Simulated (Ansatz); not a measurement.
# Electron scattering at the Σ5 (310) boundary in bcc Mo

How much does the Σ5 (310) boundary in bcc Mo reflect electrons?

Calculated with Ansatz 0.2.0; Ansatz plane-wave DFT, PBE, PAW files; relaxation of a bicrystal slab with its lowest layers held; PAW set soft_1, in the first sound run; inputs show where later runs differ.

## 1. The structure

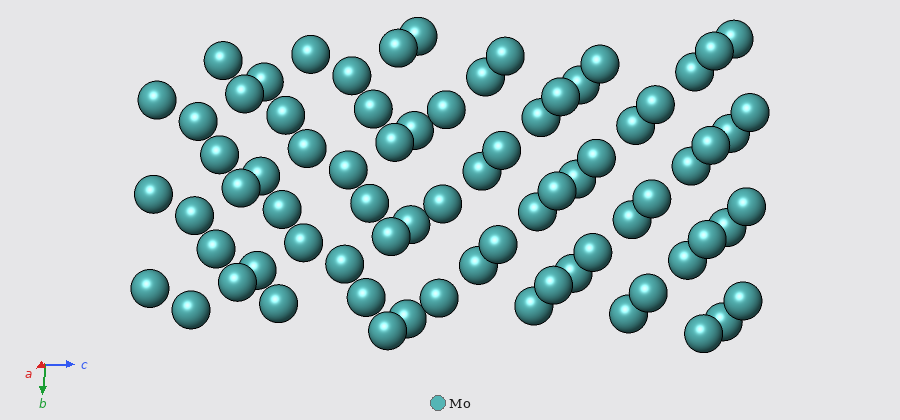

Start, viewed from the side, with the c axis across the page; molybdenum teal. 1×3×1 cells are drawn. Some periodic images of atoms are drawn too.

The cell holds 20 atoms: 20 Mo. Its edges and angles: a = 5.219 Å, b = 3.147 Å, c = 30.308 Å, α = 90.0°, β = 90.0°, γ = 72.5°. It derives from Mo. built on the (3 1 0) plane; 1 overlapping atoms removed and the grains opened by 0.4 Å. Vacuum lies along c.

## 2. Relaxing the bicrystal

The boundary is built by mirroring the lower grain in the boundary plane and removing any atoms that overlap. A thin bicrystal slab is relaxed first, with the lowest layers held and the upper grain free to shift and open.

Input file input.yaml:

```yaml
crystal:
  lattice:
    - [5.2187091076, 0.0, 0.0]
    - [0.9488562014, 3.0005467684, 0.0]
    - [0.0, 0.0, 30.3082068143]
  atoms:
    - { symbol: Mo, position: [0.7999999999, 0.6000000001, 0.1649718187] }
    - { symbol: Mo, position: [0.1999999999, 0.9, 0.1978067794] }
    - { symbol: Mo, position: [0.5999999999, 0.2, 0.2306417401] }
    - { symbol: Mo, position: [1.0, 0.5, 0.2634767008] }
    - { symbol: Mo, position: [0.4, 0.8, 0.2963116615] }
    - { symbol: Mo, position: [0.8, 0.1, 0.3291466222] }
    - { symbol: Mo, position: [0.2, 0.4, 0.3619815829] }
    - { symbol: Mo, position: [0.6, 0.7, 0.3948165436] }
    - { symbol: Mo, position: [0.0, 0.0, 0.4276515043] }
    - { symbol: Mo, position: [0.6, 0.7, 0.4736842105] }
    - { symbol: Mo, position: [0.2, 0.4, 0.5065191712] }
    - { symbol: Mo, position: [0.8, 0.1, 0.5393541319] }
    - { symbol: Mo, position: [0.4, 0.8, 0.5721890926] }
    - { symbol: Mo, position: [1.0, 0.5, 0.6050240533] }
    - { symbol: Mo, position: [0.5999999999, 0.2, 0.637859014] }
    - { symbol: Mo, position: [0.1999999999, 0.9, 0.6706939747] }
    - { symbol: Mo, position: [0.7999999999, 0.6000000001, 0.7035289354] }
    - { symbol: Mo, position: [0.3999999999, 0.3000000001, 0.7363638961] }
    - { symbol: Mo, position: [0.9999999999, 1.0e-10, 0.7691988568] }
    - { symbol: Mo, position: [0.5999999999, 0.7000000001, 0.8020338175] }
kpoints:
  mp_grid: { grid: [8, 8, 1] }
hamiltonian:
  xc: pbe
  pseudopotentials: { kind: paw, azcp: { folder: soft_1 } }
scf:
  occupations: { method: fermi_dirac, width: 0.1 }
relax:
  f_tol: 0.03
  max_steps: 80
  constraints: [{ sites: [0, 1, 2, 3] }]
```

Command:

```sh
ansatz run input.yaml --threads 4 --pin off --max-ram 15360MiB --backend cpu --events-out ev --progress --plain --runs-dir out
```

Numbers of over 12 decimals in the logs are rounded to 6 here.

Log:

```text
Engine: ansatz 0.2.0, aarch64-unknown-linux-gnu
Pseudopotentials: kind: paw
Pseudopotential: Mo, paw, valence charge 14, recommended cutoff 420 eV (normal), soft_1/Mo.paw.azcp
Functional definition: PBE
  parameter kappa = 0.804
  parameter beta = 0.066725
  exchange = pbe_x(kappa = kappa, mu = beta*pi^2/3)
  correlation = pbe_c(beta = beta)
Crystal: 20 atoms, lattice volume = 474.596 Å³
Basis set: ecut = 420 eV, 9333 PW (Γ), exchange–correlation on 72×48×432 points (8 copies of the dense FFT grid, shifted against one another)
Bands: 168, of which v1, the nominal top of the filled ones, is band 140 counted from 1 (139 counted from 0)
Symmetry: 2 space group operations
Space group: Cm (ITA 8), of the structure as read, at distance tolerance 7.8e-5 Å
k-points: 21 of 64 (time reversal used)
Non-local potential: Mo, projectors of the file, l = 0: 3, l = 1: 2, l = 2: 2, l = 3: 1
PAW form: soft (Blöchl's): semilocal exchange-correlation on the pseudo side does not see the compensation charge
PAW one-centre angular grid: Mo, 590 points (default); XC on 64 Gauss nodes
Initial density: superposition of atomic densities (neutral atoms: chi_scale 0, normalization atom)
Initial wavefunctions: pseudopotential atomic-orbital guess
Functional: x = pbe(κ = 0.804, μ = 0.219515), c = pbe(β = 0.066725)
SCF iter   1: F=—  HF=-99128.897721 eV  |F-HF|=—  |Δ(HF+E_count)|=         —  Δρ=8.96e-2  dr2=2.61e2  ethr=3.10e-3  ⟨swp⟩=7.8  Hψ=15582  notcnv=0
preconditioner: auto → LDOS  [metal: Δε(μ)=0.003 eV  Ē_g=4.406 eV  σ=0.100 eV  W_gap=0.01  n_scr=118 (ndim 8)  ℏωp=18.7 eV  f_vac=0.276  D(μ)=14.70/eV (n_scr^D=104)  β→1.0]
SCF iter   2: F=—  HF=-99123.627666 eV  |F-HF|=—  |Δ(HF+E_count)|=    5.27e0  Δρ=7.94e-2  dr2=3.84e2  ethr=3.10e-3  ⟨swp⟩=5.8  Hψ=10619  notcnv=0  defer=3
SCF iter   3: F=—  HF=-99112.923833 eV  |F-HF|=—  |Δ(HF+E_count)|=    1.07e1  Δρ=1.43e-2  dr2=6.57e0  ethr=3.10e-3  ⟨swp⟩=4.2  Hψ=8761  notcnv=0
SCF iter   4: F=—  HF=-99112.710386 eV  |F-HF|=—  |Δ(HF+E_count)|=   2.13e-1  Δρ=4.41e-3  dr2=1.44e-1  ethr=2.35e-3  ⟨swp⟩=2.3  Hψ=4469  notcnv=0
SCF iter   5: F=—  HF=-99112.678222 eV  |F-HF|=—  |Δ(HF+E_count)|=   3.22e-2  Δρ=1.62e-3  dr2=1.06e-1  ethr=5.13e-5  ⟨swp⟩=4.1  Hψ=8174  notcnv=0  defer=1
SCF iter   6: F=—  HF=-99112.677754 eV  |F-HF|=—  |Δ(HF+E_count)|=   4.67e-4  Δρ=7.97e-4  dr2=2.52e-2  ethr=3.79e-5  ⟨swp⟩=1.3  Hψ=3767  notcnv=0  defer=1
SCF iter   7: F=—  HF=-99112.677596 eV  |F-HF|=—  |Δ(HF+E_count)|=   1.58e-4  Δρ=2.06e-4  dr2=3.33e-4  ethr=9.00e-6  ⟨swp⟩=1.3  Hψ=3692  notcnv=0
SCF iter   8: F=—  HF=-99112.678458 eV  |F-HF|=—  |Δ(HF+E_count)|=   8.62e-4  Δρ=8.81e-5  dr2=1.92e-4  ethr=1.19e-7  ⟨swp⟩=3.1  Hψ=7274  notcnv=0
SCF iter   9: F=-99112.678437 eV  HF=-99112.678450 eV  |F-HF|=1.35e-5  |Δ(HF+E_count)|=   7.84e-6  Δρ=3.37e-5  dr2=2.11e-5  ethr=8.04e-9  ⟨swp⟩=3.6  Hψ=13479  notcnv=0
SCF 1 converged in 9 iterations: F = -99112.678437 eV  dr2 = 2.11e-5
  greatest PAW one-centre occupation: 0.999 electrons in one spin orbital (limit 2), on the Mo atom at site 12 (counted from 0), in its partial waves of l = 0
relax step   1: F+E_penalty+E_count = -99112.67843666 eV  Δ(F+E_penalty+E_count) = +0.000e0 eV  max|allowed force component| = 1.803e0 eV/Å  Δτ_max = 0.0000 Å  (9 SCF iters, dr2 threshold 2.25e-5 eV, accepted)
Initial density: handed on by an earlier stage of this run
Initial wavefunctions: those handed on with the density
iter 1 solved again at ethr=7.96e-4 eV; its pass at ethr=3.10e-3 eV (dr2=2.23e0 eV) is discarded
SCF iter   1: F=—  HF=-99113.237087 eV  |F-HF|=—  |Δ(HF+E_count)|=         —  Δρ=1.23e-2  dr2=2.41e0  ethr=7.96e-4  ⟨swp⟩=1.5  Hψ=11599  notcnv=0
eigensolver tolerance schedule calibrated: the retry pair's looser diagonalisation under-reported the residual by θ = 0.08 (0.13/decade); ethr = c·dr2/N_el runs at the constant in force after the calibration composes with the one it found (an armed cap, an earlier calibration), c = 5.9e-2
preconditioner: auto → LDOS  [metal: Δε(μ)=0.002 eV  Ē_g=3.883 eV  σ=0.100 eV  W_gap=0.01  n_scr=118 (ndim 8)  ℏωp=18.7 eV  f_vac=0.282  D(μ)=18.17/eV (n_scr^D=144)  β→1.0]
SCF iter   2: F=—  HF=-99113.158587 eV  |F-HF|=—  |Δ(HF+E_count)|=   7.85e-2  Δρ=4.89e-3  dr2=2.49e-1  ethr=5.11e-4  ⟨swp⟩=4.8  Hψ=6502  notcnv=0  defer=1
SCF iter   3: F=—  HF=-99113.128813 eV  |F-HF|=—  |Δ(HF+E_count)|=   2.98e-2  Δρ=2.02e-3  dr2=4.99e-2  ethr=5.27e-5  ⟨swp⟩=3.1  Hψ=7897  notcnv=0
SCF iter   4: F=—  HF=-99113.121362 eV  |F-HF|=—  |Δ(HF+E_count)|=   7.45e-3  Δρ=4.20e-4  dr2=1.97e-3  ethr=1.06e-5  ⟨swp⟩=2.9  Hψ=6375  notcnv=0
SCF iter   5: F=—  HF=-99113.121215 eV  |F-HF|=—  |Δ(HF+E_count)|=   1.47e-4  Δρ=1.16e-4  dr2=1.95e-4  ethr=4.17e-7  ⟨swp⟩=3.0  Hψ=6703  notcnv=0
SCF iter   6: F=-99113.121251 eV  HF=-99113.121249 eV  |F-HF|=2.33e-6  |Δ(HF+E_count)|=   3.38e-5  Δρ=4.32e-5  dr2=1.34e-5  ethr=2.12e-8  ⟨swp⟩=3.0  Hψ=13780  notcnv=0
SCF 2 converged in 6 iterations: F = -99113.121251 eV  dr2 = 1.34e-5
  greatest PAW one-centre occupation: 0.999 electrons in one spin orbital (limit 2), on the Mo atom at site 2 (counted from 0), in its partial waves of l = 0
relax step   2: F+E_penalty+E_count = -99113.12125108 eV  Δ(F+E_penalty+E_count) = -4.428e-1 eV  max|allowed force component| = 7.413e-1 eV/Å  Δτ_max = 0.1949 Å  (6 SCF iters, dr2 threshold 1.00e-4 eV, accepted)
iter 1 solved again at ethr=1.09e-3 eV; its pass at ethr=3.10e-3 eV (dr2=3.05e0 eV) is discarded
SCF iter   1: F=—  HF=-99113.249111 eV  |F-HF|=—  |Δ(HF+E_count)|=         —  Δρ=9.14e-3  dr2=2.85e0  ethr=1.09e-3  ⟨swp⟩=2.1  Hψ=10682  notcnv=0  defer=1
preconditioner: auto → LDOS  [metal: Δε(μ)=0.001 eV  Ē_g=3.890 eV  σ=0.100 eV  W_gap=0.00  n_scr=118 (ndim 8)  ℏωp=18.7 eV  f_vac=0.283  D(μ)=17.73/eV (n_scr^D=136)  β→1.0]
SCF iter   2: F=—  HF=-99113.197290 eV  |F-HF|=—  |Δ(HF+E_count)|=   5.18e-2  Δρ=3.27e-3  dr2=8.60e-2  ethr=1.02e-3  ⟨swp⟩=3.7  Hψ=4247  notcnv=0  defer=1
SCF iter   3: F=—  HF=-99113.185337 eV  |F-HF|=—  |Δ(HF+E_count)|=   1.20e-2  Δρ=1.78e-3  dr2=2.71e-2  ethr=3.07e-5  ⟨swp⟩=2.7  Hψ=7187  notcnv=0
SCF iter   4: F=—  HF=-99113.180392 eV  |F-HF|=—  |Δ(HF+E_count)|=   4.94e-3  Δρ=2.47e-4  dr2=3.66e-4  ethr=9.69e-6  ⟨swp⟩=2.5  Hψ=6314  notcnv=0
SCF iter   5: F=-99113.180294 eV  HF=-99113.180309 eV  |F-HF|=1.50e-5  |Δ(HF+E_count)|=   8.28e-5  Δρ=6.61e-5  dr2=3.19e-5  ethr=1.23e-8  ⟨swp⟩=3.4  Hψ=15795  notcnv=0
SCF 3 converged in 5 iterations: F = -99113.180294 eV  dr2 = 3.19e-5
relax step   3: F+E_penalty+E_count = -99113.18029442 eV  Δ(F+E_penalty+E_count) = -5.904e-2 eV  max|allowed force component| = 4.088e-1 eV/Å  Δτ_max = 0.1102 Å  (5 SCF iters, dr2 threshold 3.43e-5 eV, accepted)
[...]
relax step   4: F+E_penalty+E_count = -99113.20410615 eV  Δ(F+E_penalty+E_count) = -2.381e-2 eV  max|allowed force component| = 1.079e-1 eV/Å  Δτ_max = 0.0486 Å  (5 SCF iters, dr2 threshold 2.82e-5 eV, accepted)
[...]
relax step   5: F+E_penalty+E_count = -99113.20280273 eV  Δ(F+E_penalty+E_count) = +1.303e-3 eV  max|allowed force component| = 7.249e-2 eV/Å  Δτ_max = 0.0413 Å  (7 SCF iters, rejected (line search))
SCF iter   1: F=—  HF=-99113.208710 eV  |F-HF|=—  |Δ(HF+E_count)|=         —  Δρ=2.11e-3  dr2=2.27e-2  ethr=9.11e-5  ⟨swp⟩=2.0  Hψ=6083  notcnv=0
preconditioner: auto → LDOS  [metal: Δε(μ)=0.004 eV  Ē_g=3.891 eV  σ=0.100 eV  W_gap=0.01  n_scr=118 (ndim 8)  ℏωp=18.7 eV  f_vac=0.283  D(μ)=17.70/eV (n_scr^D=136)  β→1.0]
SCF iter   2: F=—  HF=-99113.207081 eV  |F-HF|=—  |Δ(HF+E_count)|=   1.63e-3  Δρ=7.61e-4  dr2=3.42e-3  ethr=8.11e-6  ⟨swp⟩=2.3  Hψ=6439  notcnv=0
SCF iter   3: F=—  HF=-99113.206228 eV  |F-HF|=—  |Δ(HF+E_count)|=   8.53e-4  Δρ=2.56e-4  dr2=4.15e-4  ethr=1.22e-6  ⟨swp⟩=2.4  Hψ=6198  notcnv=0
SCF iter   4: F=—  HF=-99113.206118 eV  |F-HF|=—  |Δ(HF+E_count)|=   1.10e-4  Δρ=4.84e-5  dr2=1.37e-5  ethr=1.48e-7  ⟨swp⟩=2.8  Hψ=6591  notcnv=0
SCF iter   5: F=—  HF=-99113.206906 eV  |F-HF|=—  |Δ(HF+E_count)|=   7.88e-4  Δρ=1.32e-5  dr2=1.51e-6  ethr=4.88e-9  ⟨swp⟩=2.5  Hψ=6508  notcnv=0
SCF iter   6: F=—  HF=-99113.206906 eV  |F-HF|=—  |Δ(HF+E_count)|=   1.07e-7  Δρ=4.91e-6  dr2=1.84e-7  ethr=5.40e-10  ⟨swp⟩=3.4  Hψ=7408  notcnv=0
SCF iter   7: F=-99113.206906 eV  HF=-99113.206906 eV  |F-HF|=3.52e-9  |Δ(HF+E_count)|=   1.09e-7  Δρ=1.92e-6  dr2=2.88e-8  ethr=3.57e-11  ⟨swp⟩=5.0  Hψ=11905  notcnv=0
SCF 6 converged in 7 iterations: F = -99113.206906 eV  dr2 = 2.88e-8
relax step   6: F+E_penalty+E_count = -99113.20690617 eV  Δ(F+E_penalty+E_count) = -2.800e-3 eV  max|allowed force component| = 9.379e-3 eV/Å  Δτ_max = 0.0206 Å  (7 SCF iters, accepted)
SCF converged after 7 iterations
Free energy (F): -99113.206906 eV
Harris-Foulkes:  -99113.206906 eV  (|F-HF|=3.52e-9)
Internal energy: -99112.625805 eV  (E = F + TS)
E sigma→0 (E₀):  -99112.916356 eV
Entropy (-TS):   -0.581101 eV (-29.055 meV/atom)
Fermi energy:    12.577925 eV
--- Per-component energies (eV) ---
  E_band       = -3440.050591
  E_kinetic    = 8429.519465
  E_local      = -259569.730904  (includes V_loc(G=0)·N_el)
  E_nonlocal   = 2972.840336
  E_hartree    = 126153.158582
  E_xc         = -3514.563044
  E_vxc        = -4380.545382  (∫ρ·V_xc dr)
  E_paw        = -64238.496045  (= ΣΔE_a)
  E_vpaw       = -3198.456943  (= ΣTr[D̂ρ^β])
  E_aug_tail   = 0.000968  (compensation charges beyond the density's cutoff)
  E_ewald      = 90654.644836
  E_smearing   = -0.581101  (= −TS)
  E_closure    = -0.000000  (closes the sum)
  Σ components = -99113.206906   (vs F -99113.206906, Δ=0.00e0)
--- Forces (eV/Å), atoms counted from 1 ---
  atom   1  Mo     0.31895930    -0.10086379     1.72946126
  atom   2  Mo    -0.48207297     0.15244486    -0.45482621
  atom   3  Mo     0.11453306    -0.03621853    -0.93030376
  atom   4  Mo     0.03844045    -0.01215594    -0.34860419
  atom   5  Mo     0.00349823    -0.00110624    -0.00019081
  atom   6  Mo    -0.00314845     0.00099563     0.00211752
  atom   7  Mo     0.00144338    -0.00045644    -0.00937885
  atom   8  Mo     0.00112930    -0.00035712    -0.00125785
  atom   9  Mo    -0.00443179     0.00140146     0.00807353
  atom  10  Mo     0.00331130    -0.00104712     0.00338236
  atom  11  Mo     0.00185249    -0.00058581    -0.00715997
  atom  12  Mo    -0.00077754     0.00024588     0.00321054
  atom  13  Mo     0.00915332    -0.00289453     0.00560298
  atom  14  Mo    -0.00343872     0.00108742    -0.00741132
  atom  15  Mo     0.00678117    -0.00214439     0.00903451
  atom  16  Mo    -0.00561891     0.00177686    -0.00268566
  atom  17  Mo     0.00397945    -0.00125841     0.00405319
  atom  18  Mo     0.00422310    -0.00133546     0.00195829
  atom  19  Mo    -0.00234710     0.00074222    -0.00203395
  atom  20  Mo    -0.00542573     0.00171577    -0.00312620
  max |Σ_I F_I| component: 8.46e-5 eV/Å
--- Relaxed structure (6 steps of the walk, 5 accepted, 0 SCFs on fresh bases) ---
  F+E_penalty+E_count = -99113.20690617 eV   max|allowed force component| = 9.379e-3 eV/Å
  atoms:
    - { symbol: Mo, position: [0.7999999999, 0.600000, 0.1649718187] }
    - { symbol: Mo, position: [0.1999999999, 0.900000, 0.1978067794] }
    - { symbol: Mo, position: [0.5999999999, 0.200000, 0.2306417401] }
    - { symbol: Mo, position: [1.0, 0.5, 0.2634767008] }
    - { symbol: Mo, position: [0.399556, 0.800222, 0.296057] }
    - { symbol: Mo, position: [0.801886, 0.099057, 0.329723] }
    - { symbol: Mo, position: [0.195908, 0.402046, 0.363040] }
    - { symbol: Mo, position: [0.595548, 0.702226, 0.392129] }
    - { symbol: Mo, position: [0.0080664, -0.0040332, 0.433648] }
    - { symbol: Mo, position: [0.596697, 0.701651, 0.475105] }
    - { symbol: Mo, position: [0.195978, 0.402011, 0.503891] }
    - { symbol: Mo, position: [0.799650, 0.100175, 0.537473] }
    - { symbol: Mo, position: [0.395020, 0.802490, 0.571145] }
    - { symbol: Mo, position: [0.997929, 0.501036, 0.603585] }
    - { symbol: Mo, position: [0.599900, 0.200050, 0.636375] }
    - { symbol: Mo, position: [0.202335, 0.898833, 0.670170] }
    - { symbol: Mo, position: [0.801437, 0.599281, 0.702541] }
    - { symbol: Mo, position: [0.398673, 0.300663, 0.736794] }
    - { symbol: Mo, position: [0.989437, 0.00528148, 0.769161] }
    - { symbol: Mo, position: [0.615964, 0.692018, 0.795309] }
```

Elapsed: 5.5 min, on 4 threads of Arm Neoverse V1, shared host; peak memory 2.3 GiB.

Relaxation path:

| step | energy less that of the first step (eV) | largest force component (eV/Å) |
| --- | --- | --- |
| 1 | 0.0000 | 1.8034 |
| 2 | -0.4428 | 0.7413 |
| 3 | -0.5019 | 0.4088 |
| 4 | -0.5257 | 0.1079 |
| 5 | -0.5244 | 0.0725 |
| 6 | -0.5285 | 0.0094 |

Relaxation step 5 was tried and not accepted.

The run keeps the 2 symmetry operations that it works with, so distortions that break them were not tested.

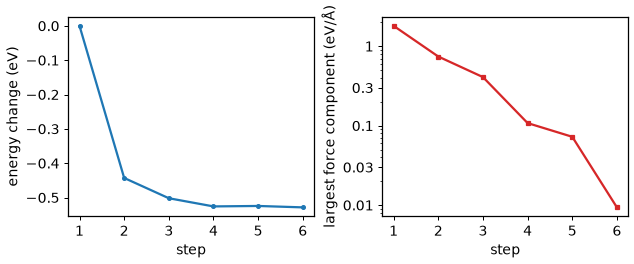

Energy and largest force along the relaxation.

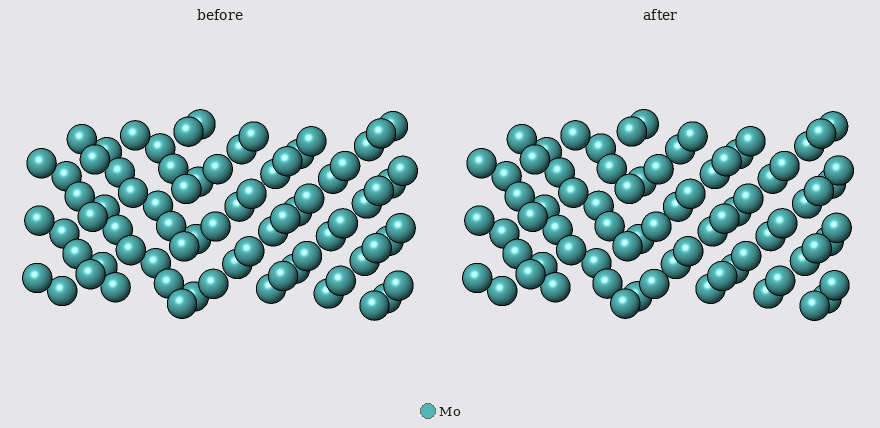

Before and after, at one scale.

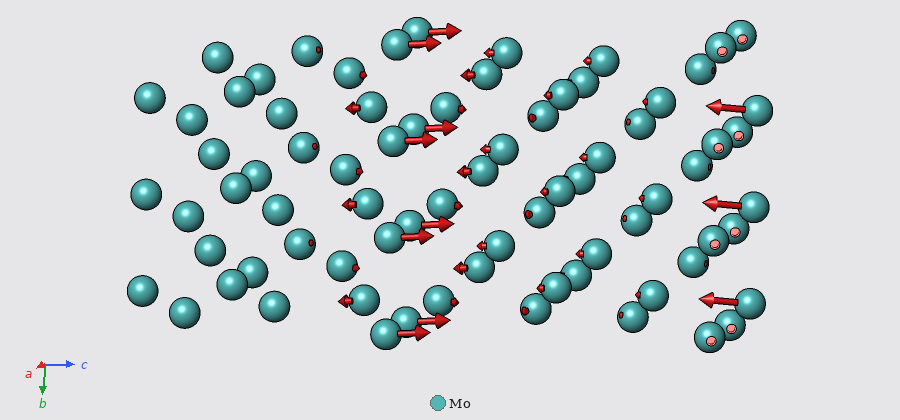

Displacements in the relaxation, exaggerated; the longest in the cell stands for 0.22 Å. 1×3×1 cells are drawn. Some periodic images of atoms are drawn too.

The atoms that moved most (Å):

| atom | dx | dy | dz | length |
| --- | --- | --- | --- | --- |
| Mo20 | 0.076 | -0.024 | -0.204 | 0.219 |
| Mo9 | 0.038 | -0.012 | 0.182 | 0.186 |
| Mo8 | -0.021 | 0.007 | -0.081 | 0.084 |
| Mo11 | -0.019 | 0.006 | -0.080 | 0.082 |
| Mo12 | -0.002 | 0.001 | -0.057 | 0.057 |
| Mo19 | -0.050 | 0.016 | -0.001 | 0.053 |
| Mo10 | -0.016 | 0.005 | 0.043 | 0.046 |
| Mo15 | 0.000 | 0.000 | -0.045 | 0.045 |

Numbers from this step:

* free energy: -99113.2069 eV
* energy at zero smearing: -99112.9164 eV
* Fermi energy: 12.58 eV

The largest force component on a free atom ends at 0.0094 eV/Å, under the tolerance of 0.03, after 6 steps.

(Continued in part 2 of 3.)

[Logs are printed without paths, hosts, clocks, repeated set-up lines and the standing remarks that a program may print on its own settings, such as how far it seeks lower states.]

[Hosts, paths, dates, database ids (printed as entryN), source tags and the programs' standing remarks are cut or masked in the printed files.]
